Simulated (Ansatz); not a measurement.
**SiNHF3 (SMILES [NH][Si](F)(F)F): UB3LYP/6-31G(d) (spherical functions)**

Aim: the energy change on altering one bond length of SiNHF3 at UB3LYP/6-31G* (spherical functions), from 2 runs. 

The results are computed with Ansatz 0.2.0.

86 further runs of the same task are left out: 2 that didn't finish, 84 set aside as unsound or not needed. Runs told in other sessions of the task aren't counted.

**1. The structure to begin with**

SiNHF3 has 6 atoms, charge 0, and is taken as a doublet. As SMILES, `[NH][Si](F)(F)F`. The shape is that of a PBE0-D4/def2-TZVP optimisation.

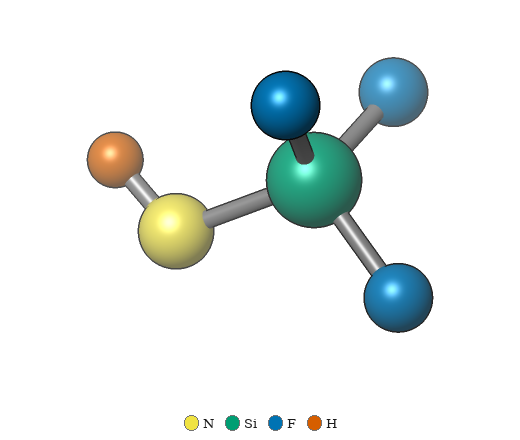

Viewed from a chosen angle; nitrogen yellow, silicon teal, fluorine blue, hydrogen orange.

**2. The energy at UB3LYP/6-31G(d) (spherical functions)**

File run.yaml:

```yaml
crystal:
  periodic: [false, false, false]
  atoms:
    - {symbol: N, position_ang: [-0.974500, 0.604600, 0.713900]}
    - {symbol: Si, position_ang: [0.193600, -0.089600, -0.346100]}
    - {symbol: F, position_ang: [-0.087100, 0.387600, -1.812600]}
    - {symbol: F, position_ang: [0.123100, -1.661400, -0.330200]}
    - {symbol: F, position_ang: [1.652300, 0.359600, 0.035600]}
    - {symbol: H, position_ang: [-0.865300, 0.335400, 1.693200]}
basis:
  gaussian:
    orbitals: 6-31G_st_-spherical.json
accuracy: high
magnetization:
  spin_polarized: true
  initial_magnetization: 1
output: {orbitals: {seedname: orbitals}}
hamiltonian:
  xc: {name: B3LYP}
total_charge: 0
```

The basis set 6-31G* is read from a file made from the Basis Set Exchange's data (not shown).

On the command line:

```
$ ansatz run run.yaml --threads 1 --pin off --max-ram 3480MiB --events-out events.jsonl --progress --plain --runs-dir runs
```

The program printed:

```text
Warning: RAYON_NUM_THREADS=1 ignored (pool sized by the plan → 1); use --threads N
Functional definition: B3LYP
  name "B3LYP"
  parameter a0 = 0.2
  parameter ax = 0.72
  parameter ac = 0.81
  exchange = (1 - a0 - ax)*slater_x + ax*b88_x + a0*exact_x
  correlation = (1 - ac)*vwn_rpa_c + ac*lyp_c
1642 factors; integrals over basis functions are off by at most 3.9e-9 eV
mean field evaluation 1: about -17532.4879 eV, gradient 4.0e1 eV
mean field evaluation 2: about -17528.7228 eV, gradient 5.3e1 eV
mean field evaluation 4: about -17537.5529 eV, gradient 1.3e0 eV
mean field evaluation 8: about -17537.7068 eV, gradient 6.0e-2 eV
mean field evaluation 16: about -17537.7068 eV, gradient 8.4e-5 eV
mean field evaluation 32: about -17537.0659 eV, gradient 5.0e0 eV
mean field -17537.70676582 eV, -644.4988361594 hartree, gradient 3.4e-8 eV, S^2 0.752524; 2 other end points of the search recorded, 0 dependent functions left out
reference -17537.70680155 eV, -644.4988374724 hartree; 25, 24 occupied and 51, 52 virtual orbitals, 1642 factors
Total energy: -17537.70680155 eV, -644.4988374724 hartree
```

Wall time 13 s (1 thread of Arm Neoverse V1, shared host); peak memory 0.34 GiB.

**3. The distorted shape, same level**

File run.yaml:

```yaml
crystal:
  periodic: [false, false, false]
  atoms:
    - {symbol: "N", position_ang: [-0.749948, 0.222854, 1.887058]}
    - {symbol: Si, position_ang: [0.418152, -0.471346, 0.827058]}
    - {symbol: F, position_ang: [-0.087100, 0.387600, -1.812600]}
    - {symbol: F, position_ang: [0.347652, -2.043146, 0.842958]}
    - {symbol: F, position_ang: [1.876852, -0.022146, 1.208758]}
    - {symbol: H, position_ang: [-0.640748, -0.046346, 2.866358]}
basis:
  gaussian:
    orbitals: 6-31G_st_-spherical.json
magnetization:
  spin_polarized: true
  initial_magnetization: 1
hamiltonian:
  xc: {name: B3LYP}
accuracy: high
output: {orbitals: {seedname: orbitals}}
```

The basis set 6-31G* is read from a file made from the Basis Set Exchange's data (not shown).

On the command line:

```
$ ansatz run run.yaml --threads 1 --pin off --max-ram 3480MiB --events-out events.jsonl --progress --plain --runs-dir runs
```

The program printed:

```text
Warning: RAYON_NUM_THREADS=1 ignored (pool sized by the plan → 1); use --threads N
[... 7 set-up lines as earlier in the session ...]
1570 factors; integrals over basis functions are off by at most 8.4e-9 eV
mean field evaluation 1: about -17522.7538 eV, gradient 4.7e1 eV
mean field evaluation 2: about -17236.5132 eV, gradient 1.5e2 eV
mean field evaluation 4: about -17531.0586 eV, gradient 8.5e0 eV
mean field evaluation 8: about -17531.8696 eV, gradient 4.2e0 eV
mean field evaluation 16: about -17532.0779 eV, gradient 4.2e-1 eV
mean field evaluation 32: about -17529.7440 eV, gradient 1.2e1 eV
mean field -17532.17515237 eV, -644.2955531144 hartree, gradient 3.6e-8 eV, S^2 1.063397; 5 other end points of the search recorded, 0 dependent functions left out
reference -17532.17518797 eV, -644.2955544226 hartree; 25, 24 occupied and 51, 52 virtual orbitals, 1570 factors
Total energy: -17532.17518797 eV, -644.2955544226 hartree
```

Wall time 23 s (1 thread of Arm Neoverse V1, shared host); peak memory 0.34 GiB.

**4. Summary of results**

At UB3LYP/6-31G* (spherical functions):

```
                                                          quantity          value
                                         first shape: total energy  -644.49884 Eh
                   first shape: HOMO energy (highest over α and β)       -8.59 eV
                    first shape: LUMO energy (lowest over α and β)       -4.61 eV
                                                 first shape: ⟨S²⟩          0.753
                                     distorted shape: total energy  -644.29555 Eh
               distorted shape: HOMO energy (highest over α and β)       -7.90 eV
                distorted shape: LUMO energy (lowest over α and β)       -5.43 eV
                                             distorted shape: ⟨S²⟩          1.063
energy change with the Si2–F3 bond stretched from 1.568 to 2.821 Å       5.532 eV
```

In words: With the Si2–F3 bond stretched from 1.568 to 2.821 Å the energy rises by 5.53 eV (534 kJ/mol). The first shape isn't relaxed at this level, so the change isn't measured from a minimum. ⟨S²⟩ (distorted shape) is 1.06 where a pure doublet has 0.75: the reference is spin-contaminated.
